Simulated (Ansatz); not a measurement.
# GeH3Cl + SiH3 radical: a complex and its separated parts, part 1 of 3

Aim: how far the complex at one end of a reaction step lies below its separated, relaxed parts, level by level.

Program: Ansatz 0.2.0, Gaussian basis. Level of theory: PBE0-D4/def2-TZVP structures, single points in def2-TZVPP, no counterpoise correction. These are calculated values, not measurements.

Levels: SPW92, PBE-D4, BLYP-D4, r2SCAN-D4, B97M-V, PBE0-D4, B3LYP-D4, r2SCAN0-D4, BHLYP-D4, CAM-B3LYP-D4, wB97X-V, wB97M-V, B2PLYP, PBE-QIDH, RPA on PBE, Hartree-Fock, MP2, CCSD, CCSD(T).

Correlated methods freeze the cores. Filled d shells of the heavier atoms are correlated. Orbitals are unrestricted. B3LYP uses VWN-RPA correlation. B2PLYP carries no dispersion term here.

95 further runs of the same task are left out: 1 that didn't finish, 94 set aside as unsound or not needed.

## Step 1: Starting geometry

The complex: 9 atoms, charge 0, spin multiplicity 2.

Atoms are counted from 1 here; the program's logs count them from 0.

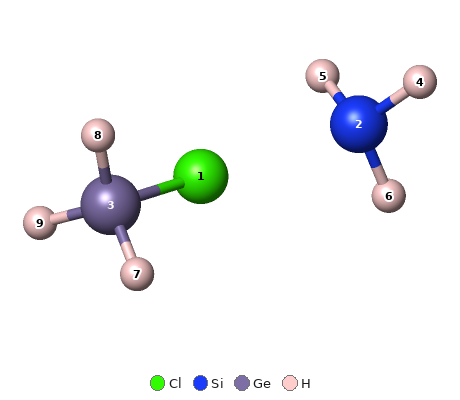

As it starts; chlorine green, silicon blue, germanium purple, hydrogen pink; atoms are numbered from 1 in the order of the file.

Coordinates:

```
atom    x (Å)    y (Å)    z (Å)
 Cl1  -0.2281   0.6681  -0.2916
 Si2   0.8462  -2.6843   1.3153
 Ge3  -0.7993   2.5243  -1.2299
  H4   1.1827  -2.4495   2.7440
  H5   2.0360  -3.1523   0.5571
  H6  -0.2813  -3.6439   1.1838
  H7  -2.2471   2.8108  -0.8192
  H8   0.1595   3.6032  -0.7165
  H9  -0.6687   2.3236  -2.7431
```

Its parts: GeH3Cl holds atoms 1, 3, 7, 8, 9; SiH3 radical holds atoms 2, 4, 5, 6. Each part counts its atoms afresh in its own runs.

## Step 2: Relaxing GeH3Cl alone

File relax-a/in.yaml:

```yaml
crystal:
  periodic: [false, false, false]
  atoms:
    - {symbol: Cl, position_ang: [-0.228080, 0.668136, -0.291562]}
    - {symbol: Ge, position_ang: [-0.799296, 2.524307, -1.229947]}
    - {symbol: H, position_ang: [-2.247083, 2.810843, -0.819176]}
    - {symbol: H, position_ang: [0.159515, 3.603200, -0.716543]}
    - {symbol: H, position_ang: [-0.668712, 2.323618, -2.743077]}
basis:
  gaussian: {orbitals: def2-TZVP}
hamiltonian: {xc: pbe0, dispersion: d4}
relax: {f_tol: 0.005, max_steps: 200}
```

On the command line:

```bash
ansatz run in.yaml --threads 8 --pin off --events-out ev --progress --plain --max-ram 19148MiB
```

The program printed, cut to the lines that bear on the results:

```text
Functional definition: PBE0
  name "PBE0"
  cite "Adamo & Barone, J. Chem. Phys. 110, 6158 (1999) doi:10.1063/1.478522"
  cite "Perdew, Burke & Ernzerhof, Phys. Rev. Lett. 77, 3865 (1996) doi:10.1103/PhysRevLett.77.3865"
  parent pbe
[...]
801 factors; their error is unknown
[...]
mean field -69079.72706840 eV, -2538.6331458429 hartree, gradient 1.6e-5 eV, S^2 0.000000; 0 other end points of the search recorded, 0 dependent functions left out
[...]
reference -69079.72709457 eV, -2538.6331468048 hartree; 26, 26 occupied and 77, 77 virtual orbitals, 801 factors
[...]
reference -69079.72711325 eV, -2538.6331474911 hartree; 26, 26 occupied and 77, 77 virtual orbitals, 801 factors
Total energy: -69079.79031037 eV, -2538.6354699425 hartree
Atom 0 at    -0.228593     0.669706    -0.292284 Å, force    -0.000359     0.001182    -0.000609 eV/Å
Atom 1 at    -0.799275     2.524276    -1.229965 Å, force     0.000844    -0.002764     0.001418 eV/Å
Atom 2 at    -2.246970     2.810272    -0.818868 Å, force    -0.000273     0.000525    -0.000223 eV/Å
Atom 3 at     0.159734     3.602708    -0.716257 Å, force    -0.000072     0.000587    -0.000210 eV/Å
Atom 4 at    -0.668553     2.323142    -2.742931 Å, force    -0.000139     0.000470    -0.000377 eV/Å
Dipole moment:    -0.108413     0.352310    -0.178130 e Å
```

Run time: 1.6 s. Hardware: 8 threads of Arm Neoverse V2, shared host.

Step by step:

```
step  energy from step 1 (eV)  largest force component (eV/Å)
   1                   0.0000                          0.0286
   2                   0.0000                          0.0071
   3                   0.0000                          0.0028
```

Distances of close pairs at the start and the end, largest changes first:

```
   bond  before (Å)  after (Å)  change (Å)
Cl1–Ge2       2.157      2.155      -0.002
 Ge2–H3       1.532      1.532      -0.000
 Ge2–H4       1.532      1.532      -0.000
 Ge2–H5       1.532      1.532      -0.000
```

## Step 3: Relaxing SiH3 radical alone

File relax-b/in.yaml:

```yaml
crystal:
  periodic: [false, false, false]
  atoms:
    - {symbol: Si, position_ang: [0.846213, -2.684334, 1.315308]}
    - {symbol: H, position_ang: [1.182725, -2.449485, 2.743975]}
    - {symbol: H, position_ang: [2.035964, -3.152287, 0.557109]}
    - {symbol: H, position_ang: [-0.281347, -3.643898, 1.183813]}
basis:
  gaussian: {orbitals: def2-TZVP}
magnetization: {spin_polarized: true, initial_magnetization: 1}
hamiltonian: {xc: pbe0, dispersion: d4}
relax: {f_tol: 0.005, max_steps: 200}
```

On the command line:

```bash
ansatz run in.yaml --threads 8 --pin off --events-out ev --progress --plain --max-ram 19148MiB
```

The program printed, cut to the lines that bear on the results:

```text
[... 5 set-up lines as earlier in the session ...]
[...]
400 factors; their error is unknown
[...]
mean field -7921.47165377 eV, -291.1087139097 hartree, gradient 2.1e-5 eV, S^2 0.752970; 0 other end points of the search recorded, 0 dependent functions left out
[...]
Total energy: -7921.49978877 eV, -291.1097478519 hartree
Atom 0 at     0.847352    -2.687778     1.316887 Å, force     0.000097    -0.000318     0.000160 eV/Å
Atom 1 at     1.182533    -2.447764     2.744567 Å, force    -0.000103    -0.000097    -0.000458 eV/Å
Atom 2 at     2.036522    -3.151208     0.555751 Å, force    -0.000365     0.000126     0.000247 eV/Å
Atom 3 at    -0.282852    -3.643255     1.182999 Å, force     0.000372     0.000289     0.000051 eV/Å
Dipole moment:    -0.001959     0.005858    -0.002648 e Å
```

It took 0.7 s on 8 threads of Arm Neoverse V2, shared host.

Step by step:

```
step  energy from step 1 (eV)  largest force component (eV/Å)
   1                   0.0000                          0.0283
   2                  -0.0001                          0.0052
   3                  -0.0001                          0.0005
```

Distances of close pairs at the start and the end, largest changes first:

```
  bond  before (Å)  after (Å)  change (Å)
Si1–H2       1.486      1.486      -0.000
Si1–H4       1.486      1.486      -0.000
Si1–H3       1.486      1.486      -0.000
```

## Step 4: SPW92/def2-TZVPP

File parta/in.yaml:

```yaml
crystal:
  periodic: [false, false, false]
  atoms:
    - {symbol: Cl, position_ang: [-0.228593, 0.669706, -0.292284]}
    - {symbol: Ge, position_ang: [-0.799275, 2.524276, -1.229965]}
    - {symbol: H, position_ang: [-2.246970, 2.810272, -0.818868]}
    - {symbol: H, position_ang: [0.159734, 3.602708, -0.716257]}
    - {symbol: H, position_ang: [-0.668553, 2.323142, -2.742931]}
basis:
  gaussian: {orbitals: def2-TZVPP}
hamiltonian: {xc: lda}
```

File partb/in.yaml:

```yaml
crystal:
  periodic: [false, false, false]
  atoms:
    - {symbol: Si, position_ang: [0.847352, -2.687778, 1.316887]}
    - {symbol: H, position_ang: [1.182533, -2.447764, 2.744567]}
    - {symbol: H, position_ang: [2.036522, -3.151208, 0.555751]}
    - {symbol: H, position_ang: [-0.282852, -3.643255, 1.182999]}
basis:
  gaussian: {orbitals: def2-TZVPP}
magnetization: {spin_polarized: true, initial_magnetization: 1}
hamiltonian: {xc: lda}
```

The same command starts each run, in its folder.

On the command line:

```bash
ansatz run in.yaml --threads 8 --pin off --events-out ev --progress --plain --max-ram 19148MiB
```

Log of parta, cut to the lines that bear on the results:

```text
Functional definition: SPW92
  name "SPW92"
  cite "Dirac, Proc. Camb. Phil. Soc. 26, 376 (1930) doi:10.1017/S0305004100016108"
  cite "Slater, Phys. Rev. 81, 385 (1951) doi:10.1103/PhysRev.81.385"
  cite "Perdew & Wang, Phys. Rev. B 45, 13244 (1992) doi:10.1103/PhysRevB.45.13244"
[...]
829 factors; their error is unknown
[...]
mean field -68963.67388568 eV, -2534.3682700416 hartree, gradient 3.0e-5 eV, S^2 0.000000; 0 other end points of the search recorded, 0 dependent functions left out
reference -68963.67391822 eV, -2534.3682712375 hartree; 26, 26 occupied and 106, 106 virtual orbitals, 829 factors
Total energy: -68963.67391822 eV, -2534.3682712375 hartree
```

partb printed, cut to the lines that bear on the results:

```text
[... 5 set-up lines as earlier in the session ...]
[...]
465 factors; their error is unknown
[...]
mean field -7892.14777987 eV, -290.0310814202 hartree, gradient 4.9e-6 eV, S^2 0.751578; 0 other end points of the search recorded, 0 dependent functions left out
reference -7892.14781029 eV, -290.0310825384 hartree; 9, 8 occupied and 75, 76 virtual orbitals, 465 factors
Total energy: -7892.14781029 eV, -290.0310825384 hartree
```

Times: 0.3 s (parta), 0.2 s (partb) on 8 threads of Arm Neoverse V2, shared host.

## Step 5: PBE-D4/def2-TZVPP

The same edit goes into each in.yaml of step 4 (parta, partb):

```diff
-hamiltonian: {xc: lda}
+hamiltonian: {xc: pbe, dispersion: d4}
```

The same command starts each run, in its folder.

On the command line:

```bash
ansatz run in.yaml --threads 8 --pin off --events-out ev --progress --plain --max-ram 19148MiB
```

parta printed, cut to the lines that bear on the results:

```text
Functional definition: PBE
  name "PBE"
[... 2 set-up lines as earlier in the session ...]
[...]
829 factors; their error is unknown
[...]
mean field -69077.12132394 eV, -2538.5373865002 hartree, gradient 3.8e-5 eV, S^2 0.000000; 0 other end points of the search recorded, 0 dependent functions left out
reference -69077.12135868 eV, -2538.5373877770 hartree; 26, 26 occupied and 106, 106 virtual orbitals, 829 factors
Total energy: -69077.19697401 eV, -2538.5401665892 hartree
```

Output in partb, cut to the lines that bear on the results:

```text
[... 4 set-up lines as earlier in the session ...]
[...]
465 factors; their error is unknown
[...]
mean field -7920.60648089 eV, -291.0769193927 hartree, gradient 7.5e-5 eV, S^2 0.752840; 0 other end points of the search recorded, 0 dependent functions left out
reference -7920.60651570 eV, -291.0769206722 hartree; 9, 8 occupied and 75, 76 virtual orbitals, 465 factors
Total energy: -7920.64083955 eV, -291.0781820503 hartree
```

They took 0.4 s (parta), 0.25 s (partb) on 8 threads of Arm Neoverse V2, shared host.

## Step 6: BLYP-D4/def2-TZVPP

Each input of step 5 (parta, partb) changes in the same lines:

```diff
-hamiltonian: {xc: pbe, dispersion: d4}
+hamiltonian: {xc: {name: BLYP}, dispersion: d4}
```

One command serves all of them, each in its own folder.

On the command line:

```bash
ansatz run in.yaml --threads 8 --pin off --events-out ev --progress --plain --max-ram 19148MiB
```

parta printed, cut to the lines that bear on the results:

```text
Functional definition: BLYP
  name "BLYP"
  cite "Becke, Phys. Rev. A 38, 3098 (1988) doi:10.1103/PhysRevA.38.3098"
  cite "Lee, Yang & Parr, Phys. Rev. B 37, 785 (1988) doi:10.1103/PhysRevB.37.785"
[...]
829 factors; their error is unknown
[...]
mean field -69092.27137024 eV, -2539.0941404326 hartree, gradient 3.2e-5 eV, S^2 0.000000; 0 other end points of the search recorded, 0 dependent functions left out
reference -69092.27168348 eV, -2539.0941519442 hartree; 26, 26 occupied and 106, 106 virtual orbitals, 829 factors
Total energy: -69092.43852480 eV, -2539.1002832494 hartree
```

Log of partb, cut to the lines that bear on the results:

```text
[... 4 set-up lines as earlier in the session ...]
[...]
465 factors; their error is unknown
[...]
mean field -7924.73083800 eV, -291.2284867211 hartree, gradient 7.4e-5 eV, S^2 0.751791; 0 other end points of the search recorded, 0 dependent functions left out
reference -7924.73110891 eV, -291.2284966768 hartree; 9, 8 occupied and 75, 76 virtual orbitals, 465 factors
Total energy: -7924.81107364 eV, -291.2314353266 hartree
```

They took 0.4 s (parta), 0.25 s (partb) on 8 threads of Arm Neoverse V2, shared host.

## Step 7: r2SCAN-D4/def2-TZVPP

Each input of step 6 (parta, partb) changes in the same lines:

```diff
-hamiltonian: {xc: {name: BLYP}, dispersion: d4}
+hamiltonian: {xc: r2scan, dispersion: d4}
```

Each run has its own folder and the same command.

On the command line:

```bash
ansatz run in.yaml --threads 8 --pin off --events-out ev --progress --plain --max-ram 19148MiB
```

Log of parta, cut to the lines that bear on the results:

```text
Functional definition: r2SCAN
  name "r2SCAN"
  cite "Furness, Kaplan, Ning, Perdew & Sun, J. Phys. Chem. Lett. 11, 8208 (2020) doi:10.1021/acs.jpclett.0c02405"
  cite "Furness, Kaplan, Ning, Perdew & Sun, J. Phys. Chem. Lett. 11, 9248 (2020) doi:10.1021/acs.jpclett.0c03077"
  parent r2scan
[...]
829 factors; their error is unknown
[...]
mean field -69089.95273119 eV, -2539.0089320193 hartree, gradient 2.3e-5 eV, S^2 0.000000; 0 other end points of the search recorded, 0 dependent functions left out
reference -69089.95274039 eV, -2539.0089323574 hartree; 26, 26 occupied and 106, 106 virtual orbitals, 829 factors
Total energy: -69089.96909174 eV, -2539.0095332583 hartree
```

Log of partb, cut to the lines that bear on the results:

```text
[... 5 set-up lines as earlier in the session ...]
[...]
465 factors; their error is unknown
[...]
mean field -7924.16092231 eV, -291.2075427058 hartree, gradient 2.4e-5 eV, S^2 0.755282; 0 other end points of the search recorded, 0 dependent functions left out
reference -7924.16093496 eV, -291.2075431705 hartree; 9, 8 occupied and 75, 76 virtual orbitals, 465 factors
Total energy: -7924.16853239 eV, -291.2078223711 hartree
```

Wall times: 0.95 s (parta), 0.6 s (partb) on 8 threads of Arm Neoverse V2, shared host.

## Step 8: B97M-V/def2-TZVPP

Each input of step 7 (parta, partb) changes in the same lines:

```diff
-hamiltonian: {xc: r2scan, dispersion: d4}
+hamiltonian: {xc: {name: B97M-V}}
```

The same command starts each run, in its folder.

On the command line:

```bash
ansatz run in.yaml --threads 8 --pin off --events-out ev --progress --plain --max-ram 19148MiB
```

parta printed, cut to the lines that bear on the results:

```text
Functional definition: B97M-V
  name "B97M-V"
  cite "Mardirossian & Head-Gordon, J. Chem. Phys. 142, 074111 (2015) doi:10.1063/1.4907719"
  cite "Becke, J. Chem. Phys. 107, 8554 (1997) doi:10.1063/1.475007"
  cite "Vydrov & Van Voorhis, J. Chem. Phys. 133, 244103 (2010) doi:10.1063/1.3521275"
  # Of w^i u^j: cxij and so on, Table III.
[...]
  gx(w, u) = cx00 + cx01*u + cx02*u^2 + (cx10 + cx11*u)*w
[...]
  gos(w, u) = cos00 + cos01*u + cos03*u^3 + cos10*w + cos32*w^3*u^2
[...]
      + integral(e_c_pw_mod_opposite_spin*gos(b97_w_opposite, b97_u_opposite)) + vv10(b, c)
829 factors; their error is unknown
[...]
mean field -69077.36568937 eV, -2538.5463667643 hartree, gradient 3.6e-5 eV, S^2 0.000000; 0 other end points of the search recorded, 0 dependent functions left out
reference -69077.36573512 eV, -2538.5463684454 hartree; 26, 26 occupied and 106, 106 virtual orbitals, 829 factors
Total energy: -69077.36573512 eV, -2538.5463684454 hartree
```

Log of partb, cut to the lines that bear on the results:

```text
[... 5 set-up lines as earlier in the session ...]
  # Of w^i u^j: cxij and so on, Table III.
[...]
  gx(w, u) = cx00 + cx01*u + cx02*u^2 + (cx10 + cx11*u)*w
[...]
  gos(w, u) = cos00 + cos01*u + cos03*u^3 + cos10*w + cos32*w^3*u^2
[...]
      + integral(e_c_pw_mod_opposite_spin*gos(b97_w_opposite, b97_u_opposite)) + vv10(b, c)
465 factors; their error is unknown
[...]
mean field -7922.83471679 eV, -291.1588055518 hartree, gradient 4.1e-5 eV, S^2 0.753685; 0 other end points of the search recorded, 0 dependent functions left out
reference -7922.83476740 eV, -291.1588074118 hartree; 9, 8 occupied and 75, 76 virtual orbitals, 465 factors
Total energy: -7922.83476740 eV, -291.1588074118 hartree
```

Times: 1.4 s (parta), 0.7 s (partb) on 8 threads of Arm Neoverse V2, shared host.

(Continued in part 2 of 3.)
